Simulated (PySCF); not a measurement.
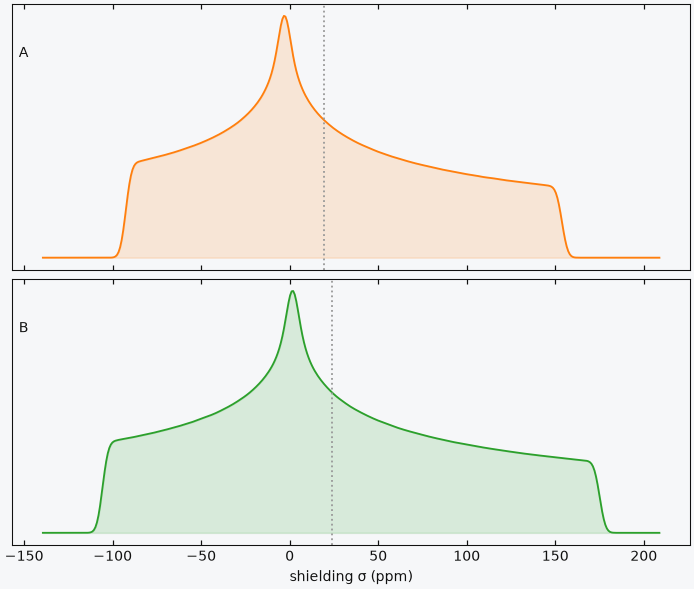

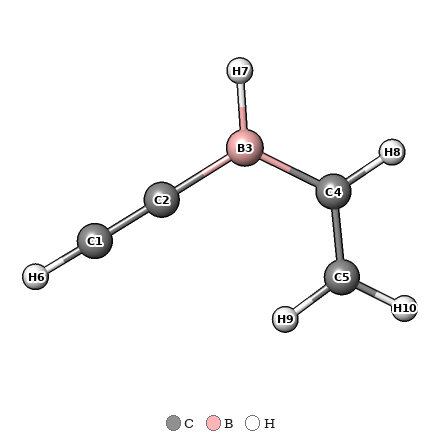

Static powder patterns (¹³C) from GIAO shielding tensors of C₄H₅B, SMILES C#CBC=C, PBE/pcSseg-2, PySCF, at a PBE0-D3(BJ)/def2-SVP geometry (no frequency check); absolute shielding, one fixed geometry of the isolated molecule without any motion, no dipolar terms. The dotted line is the isotropic value; skew is 3(σiso − σ22)/span.

The panels belong to C4 and C5. Which is which?

Answer. panel A: C5, σ11, σ22, σ33 = −93, −3, 154 ppm, isotropic 19, span 246 ppm, skew 0.27; panel B: C4, σ11, σ22, σ33 = −106, 2, 175 ppm, isotropic 24, span 281 ppm, skew 0.24.

Known limits of this run: one conformer of a flexible molecule.
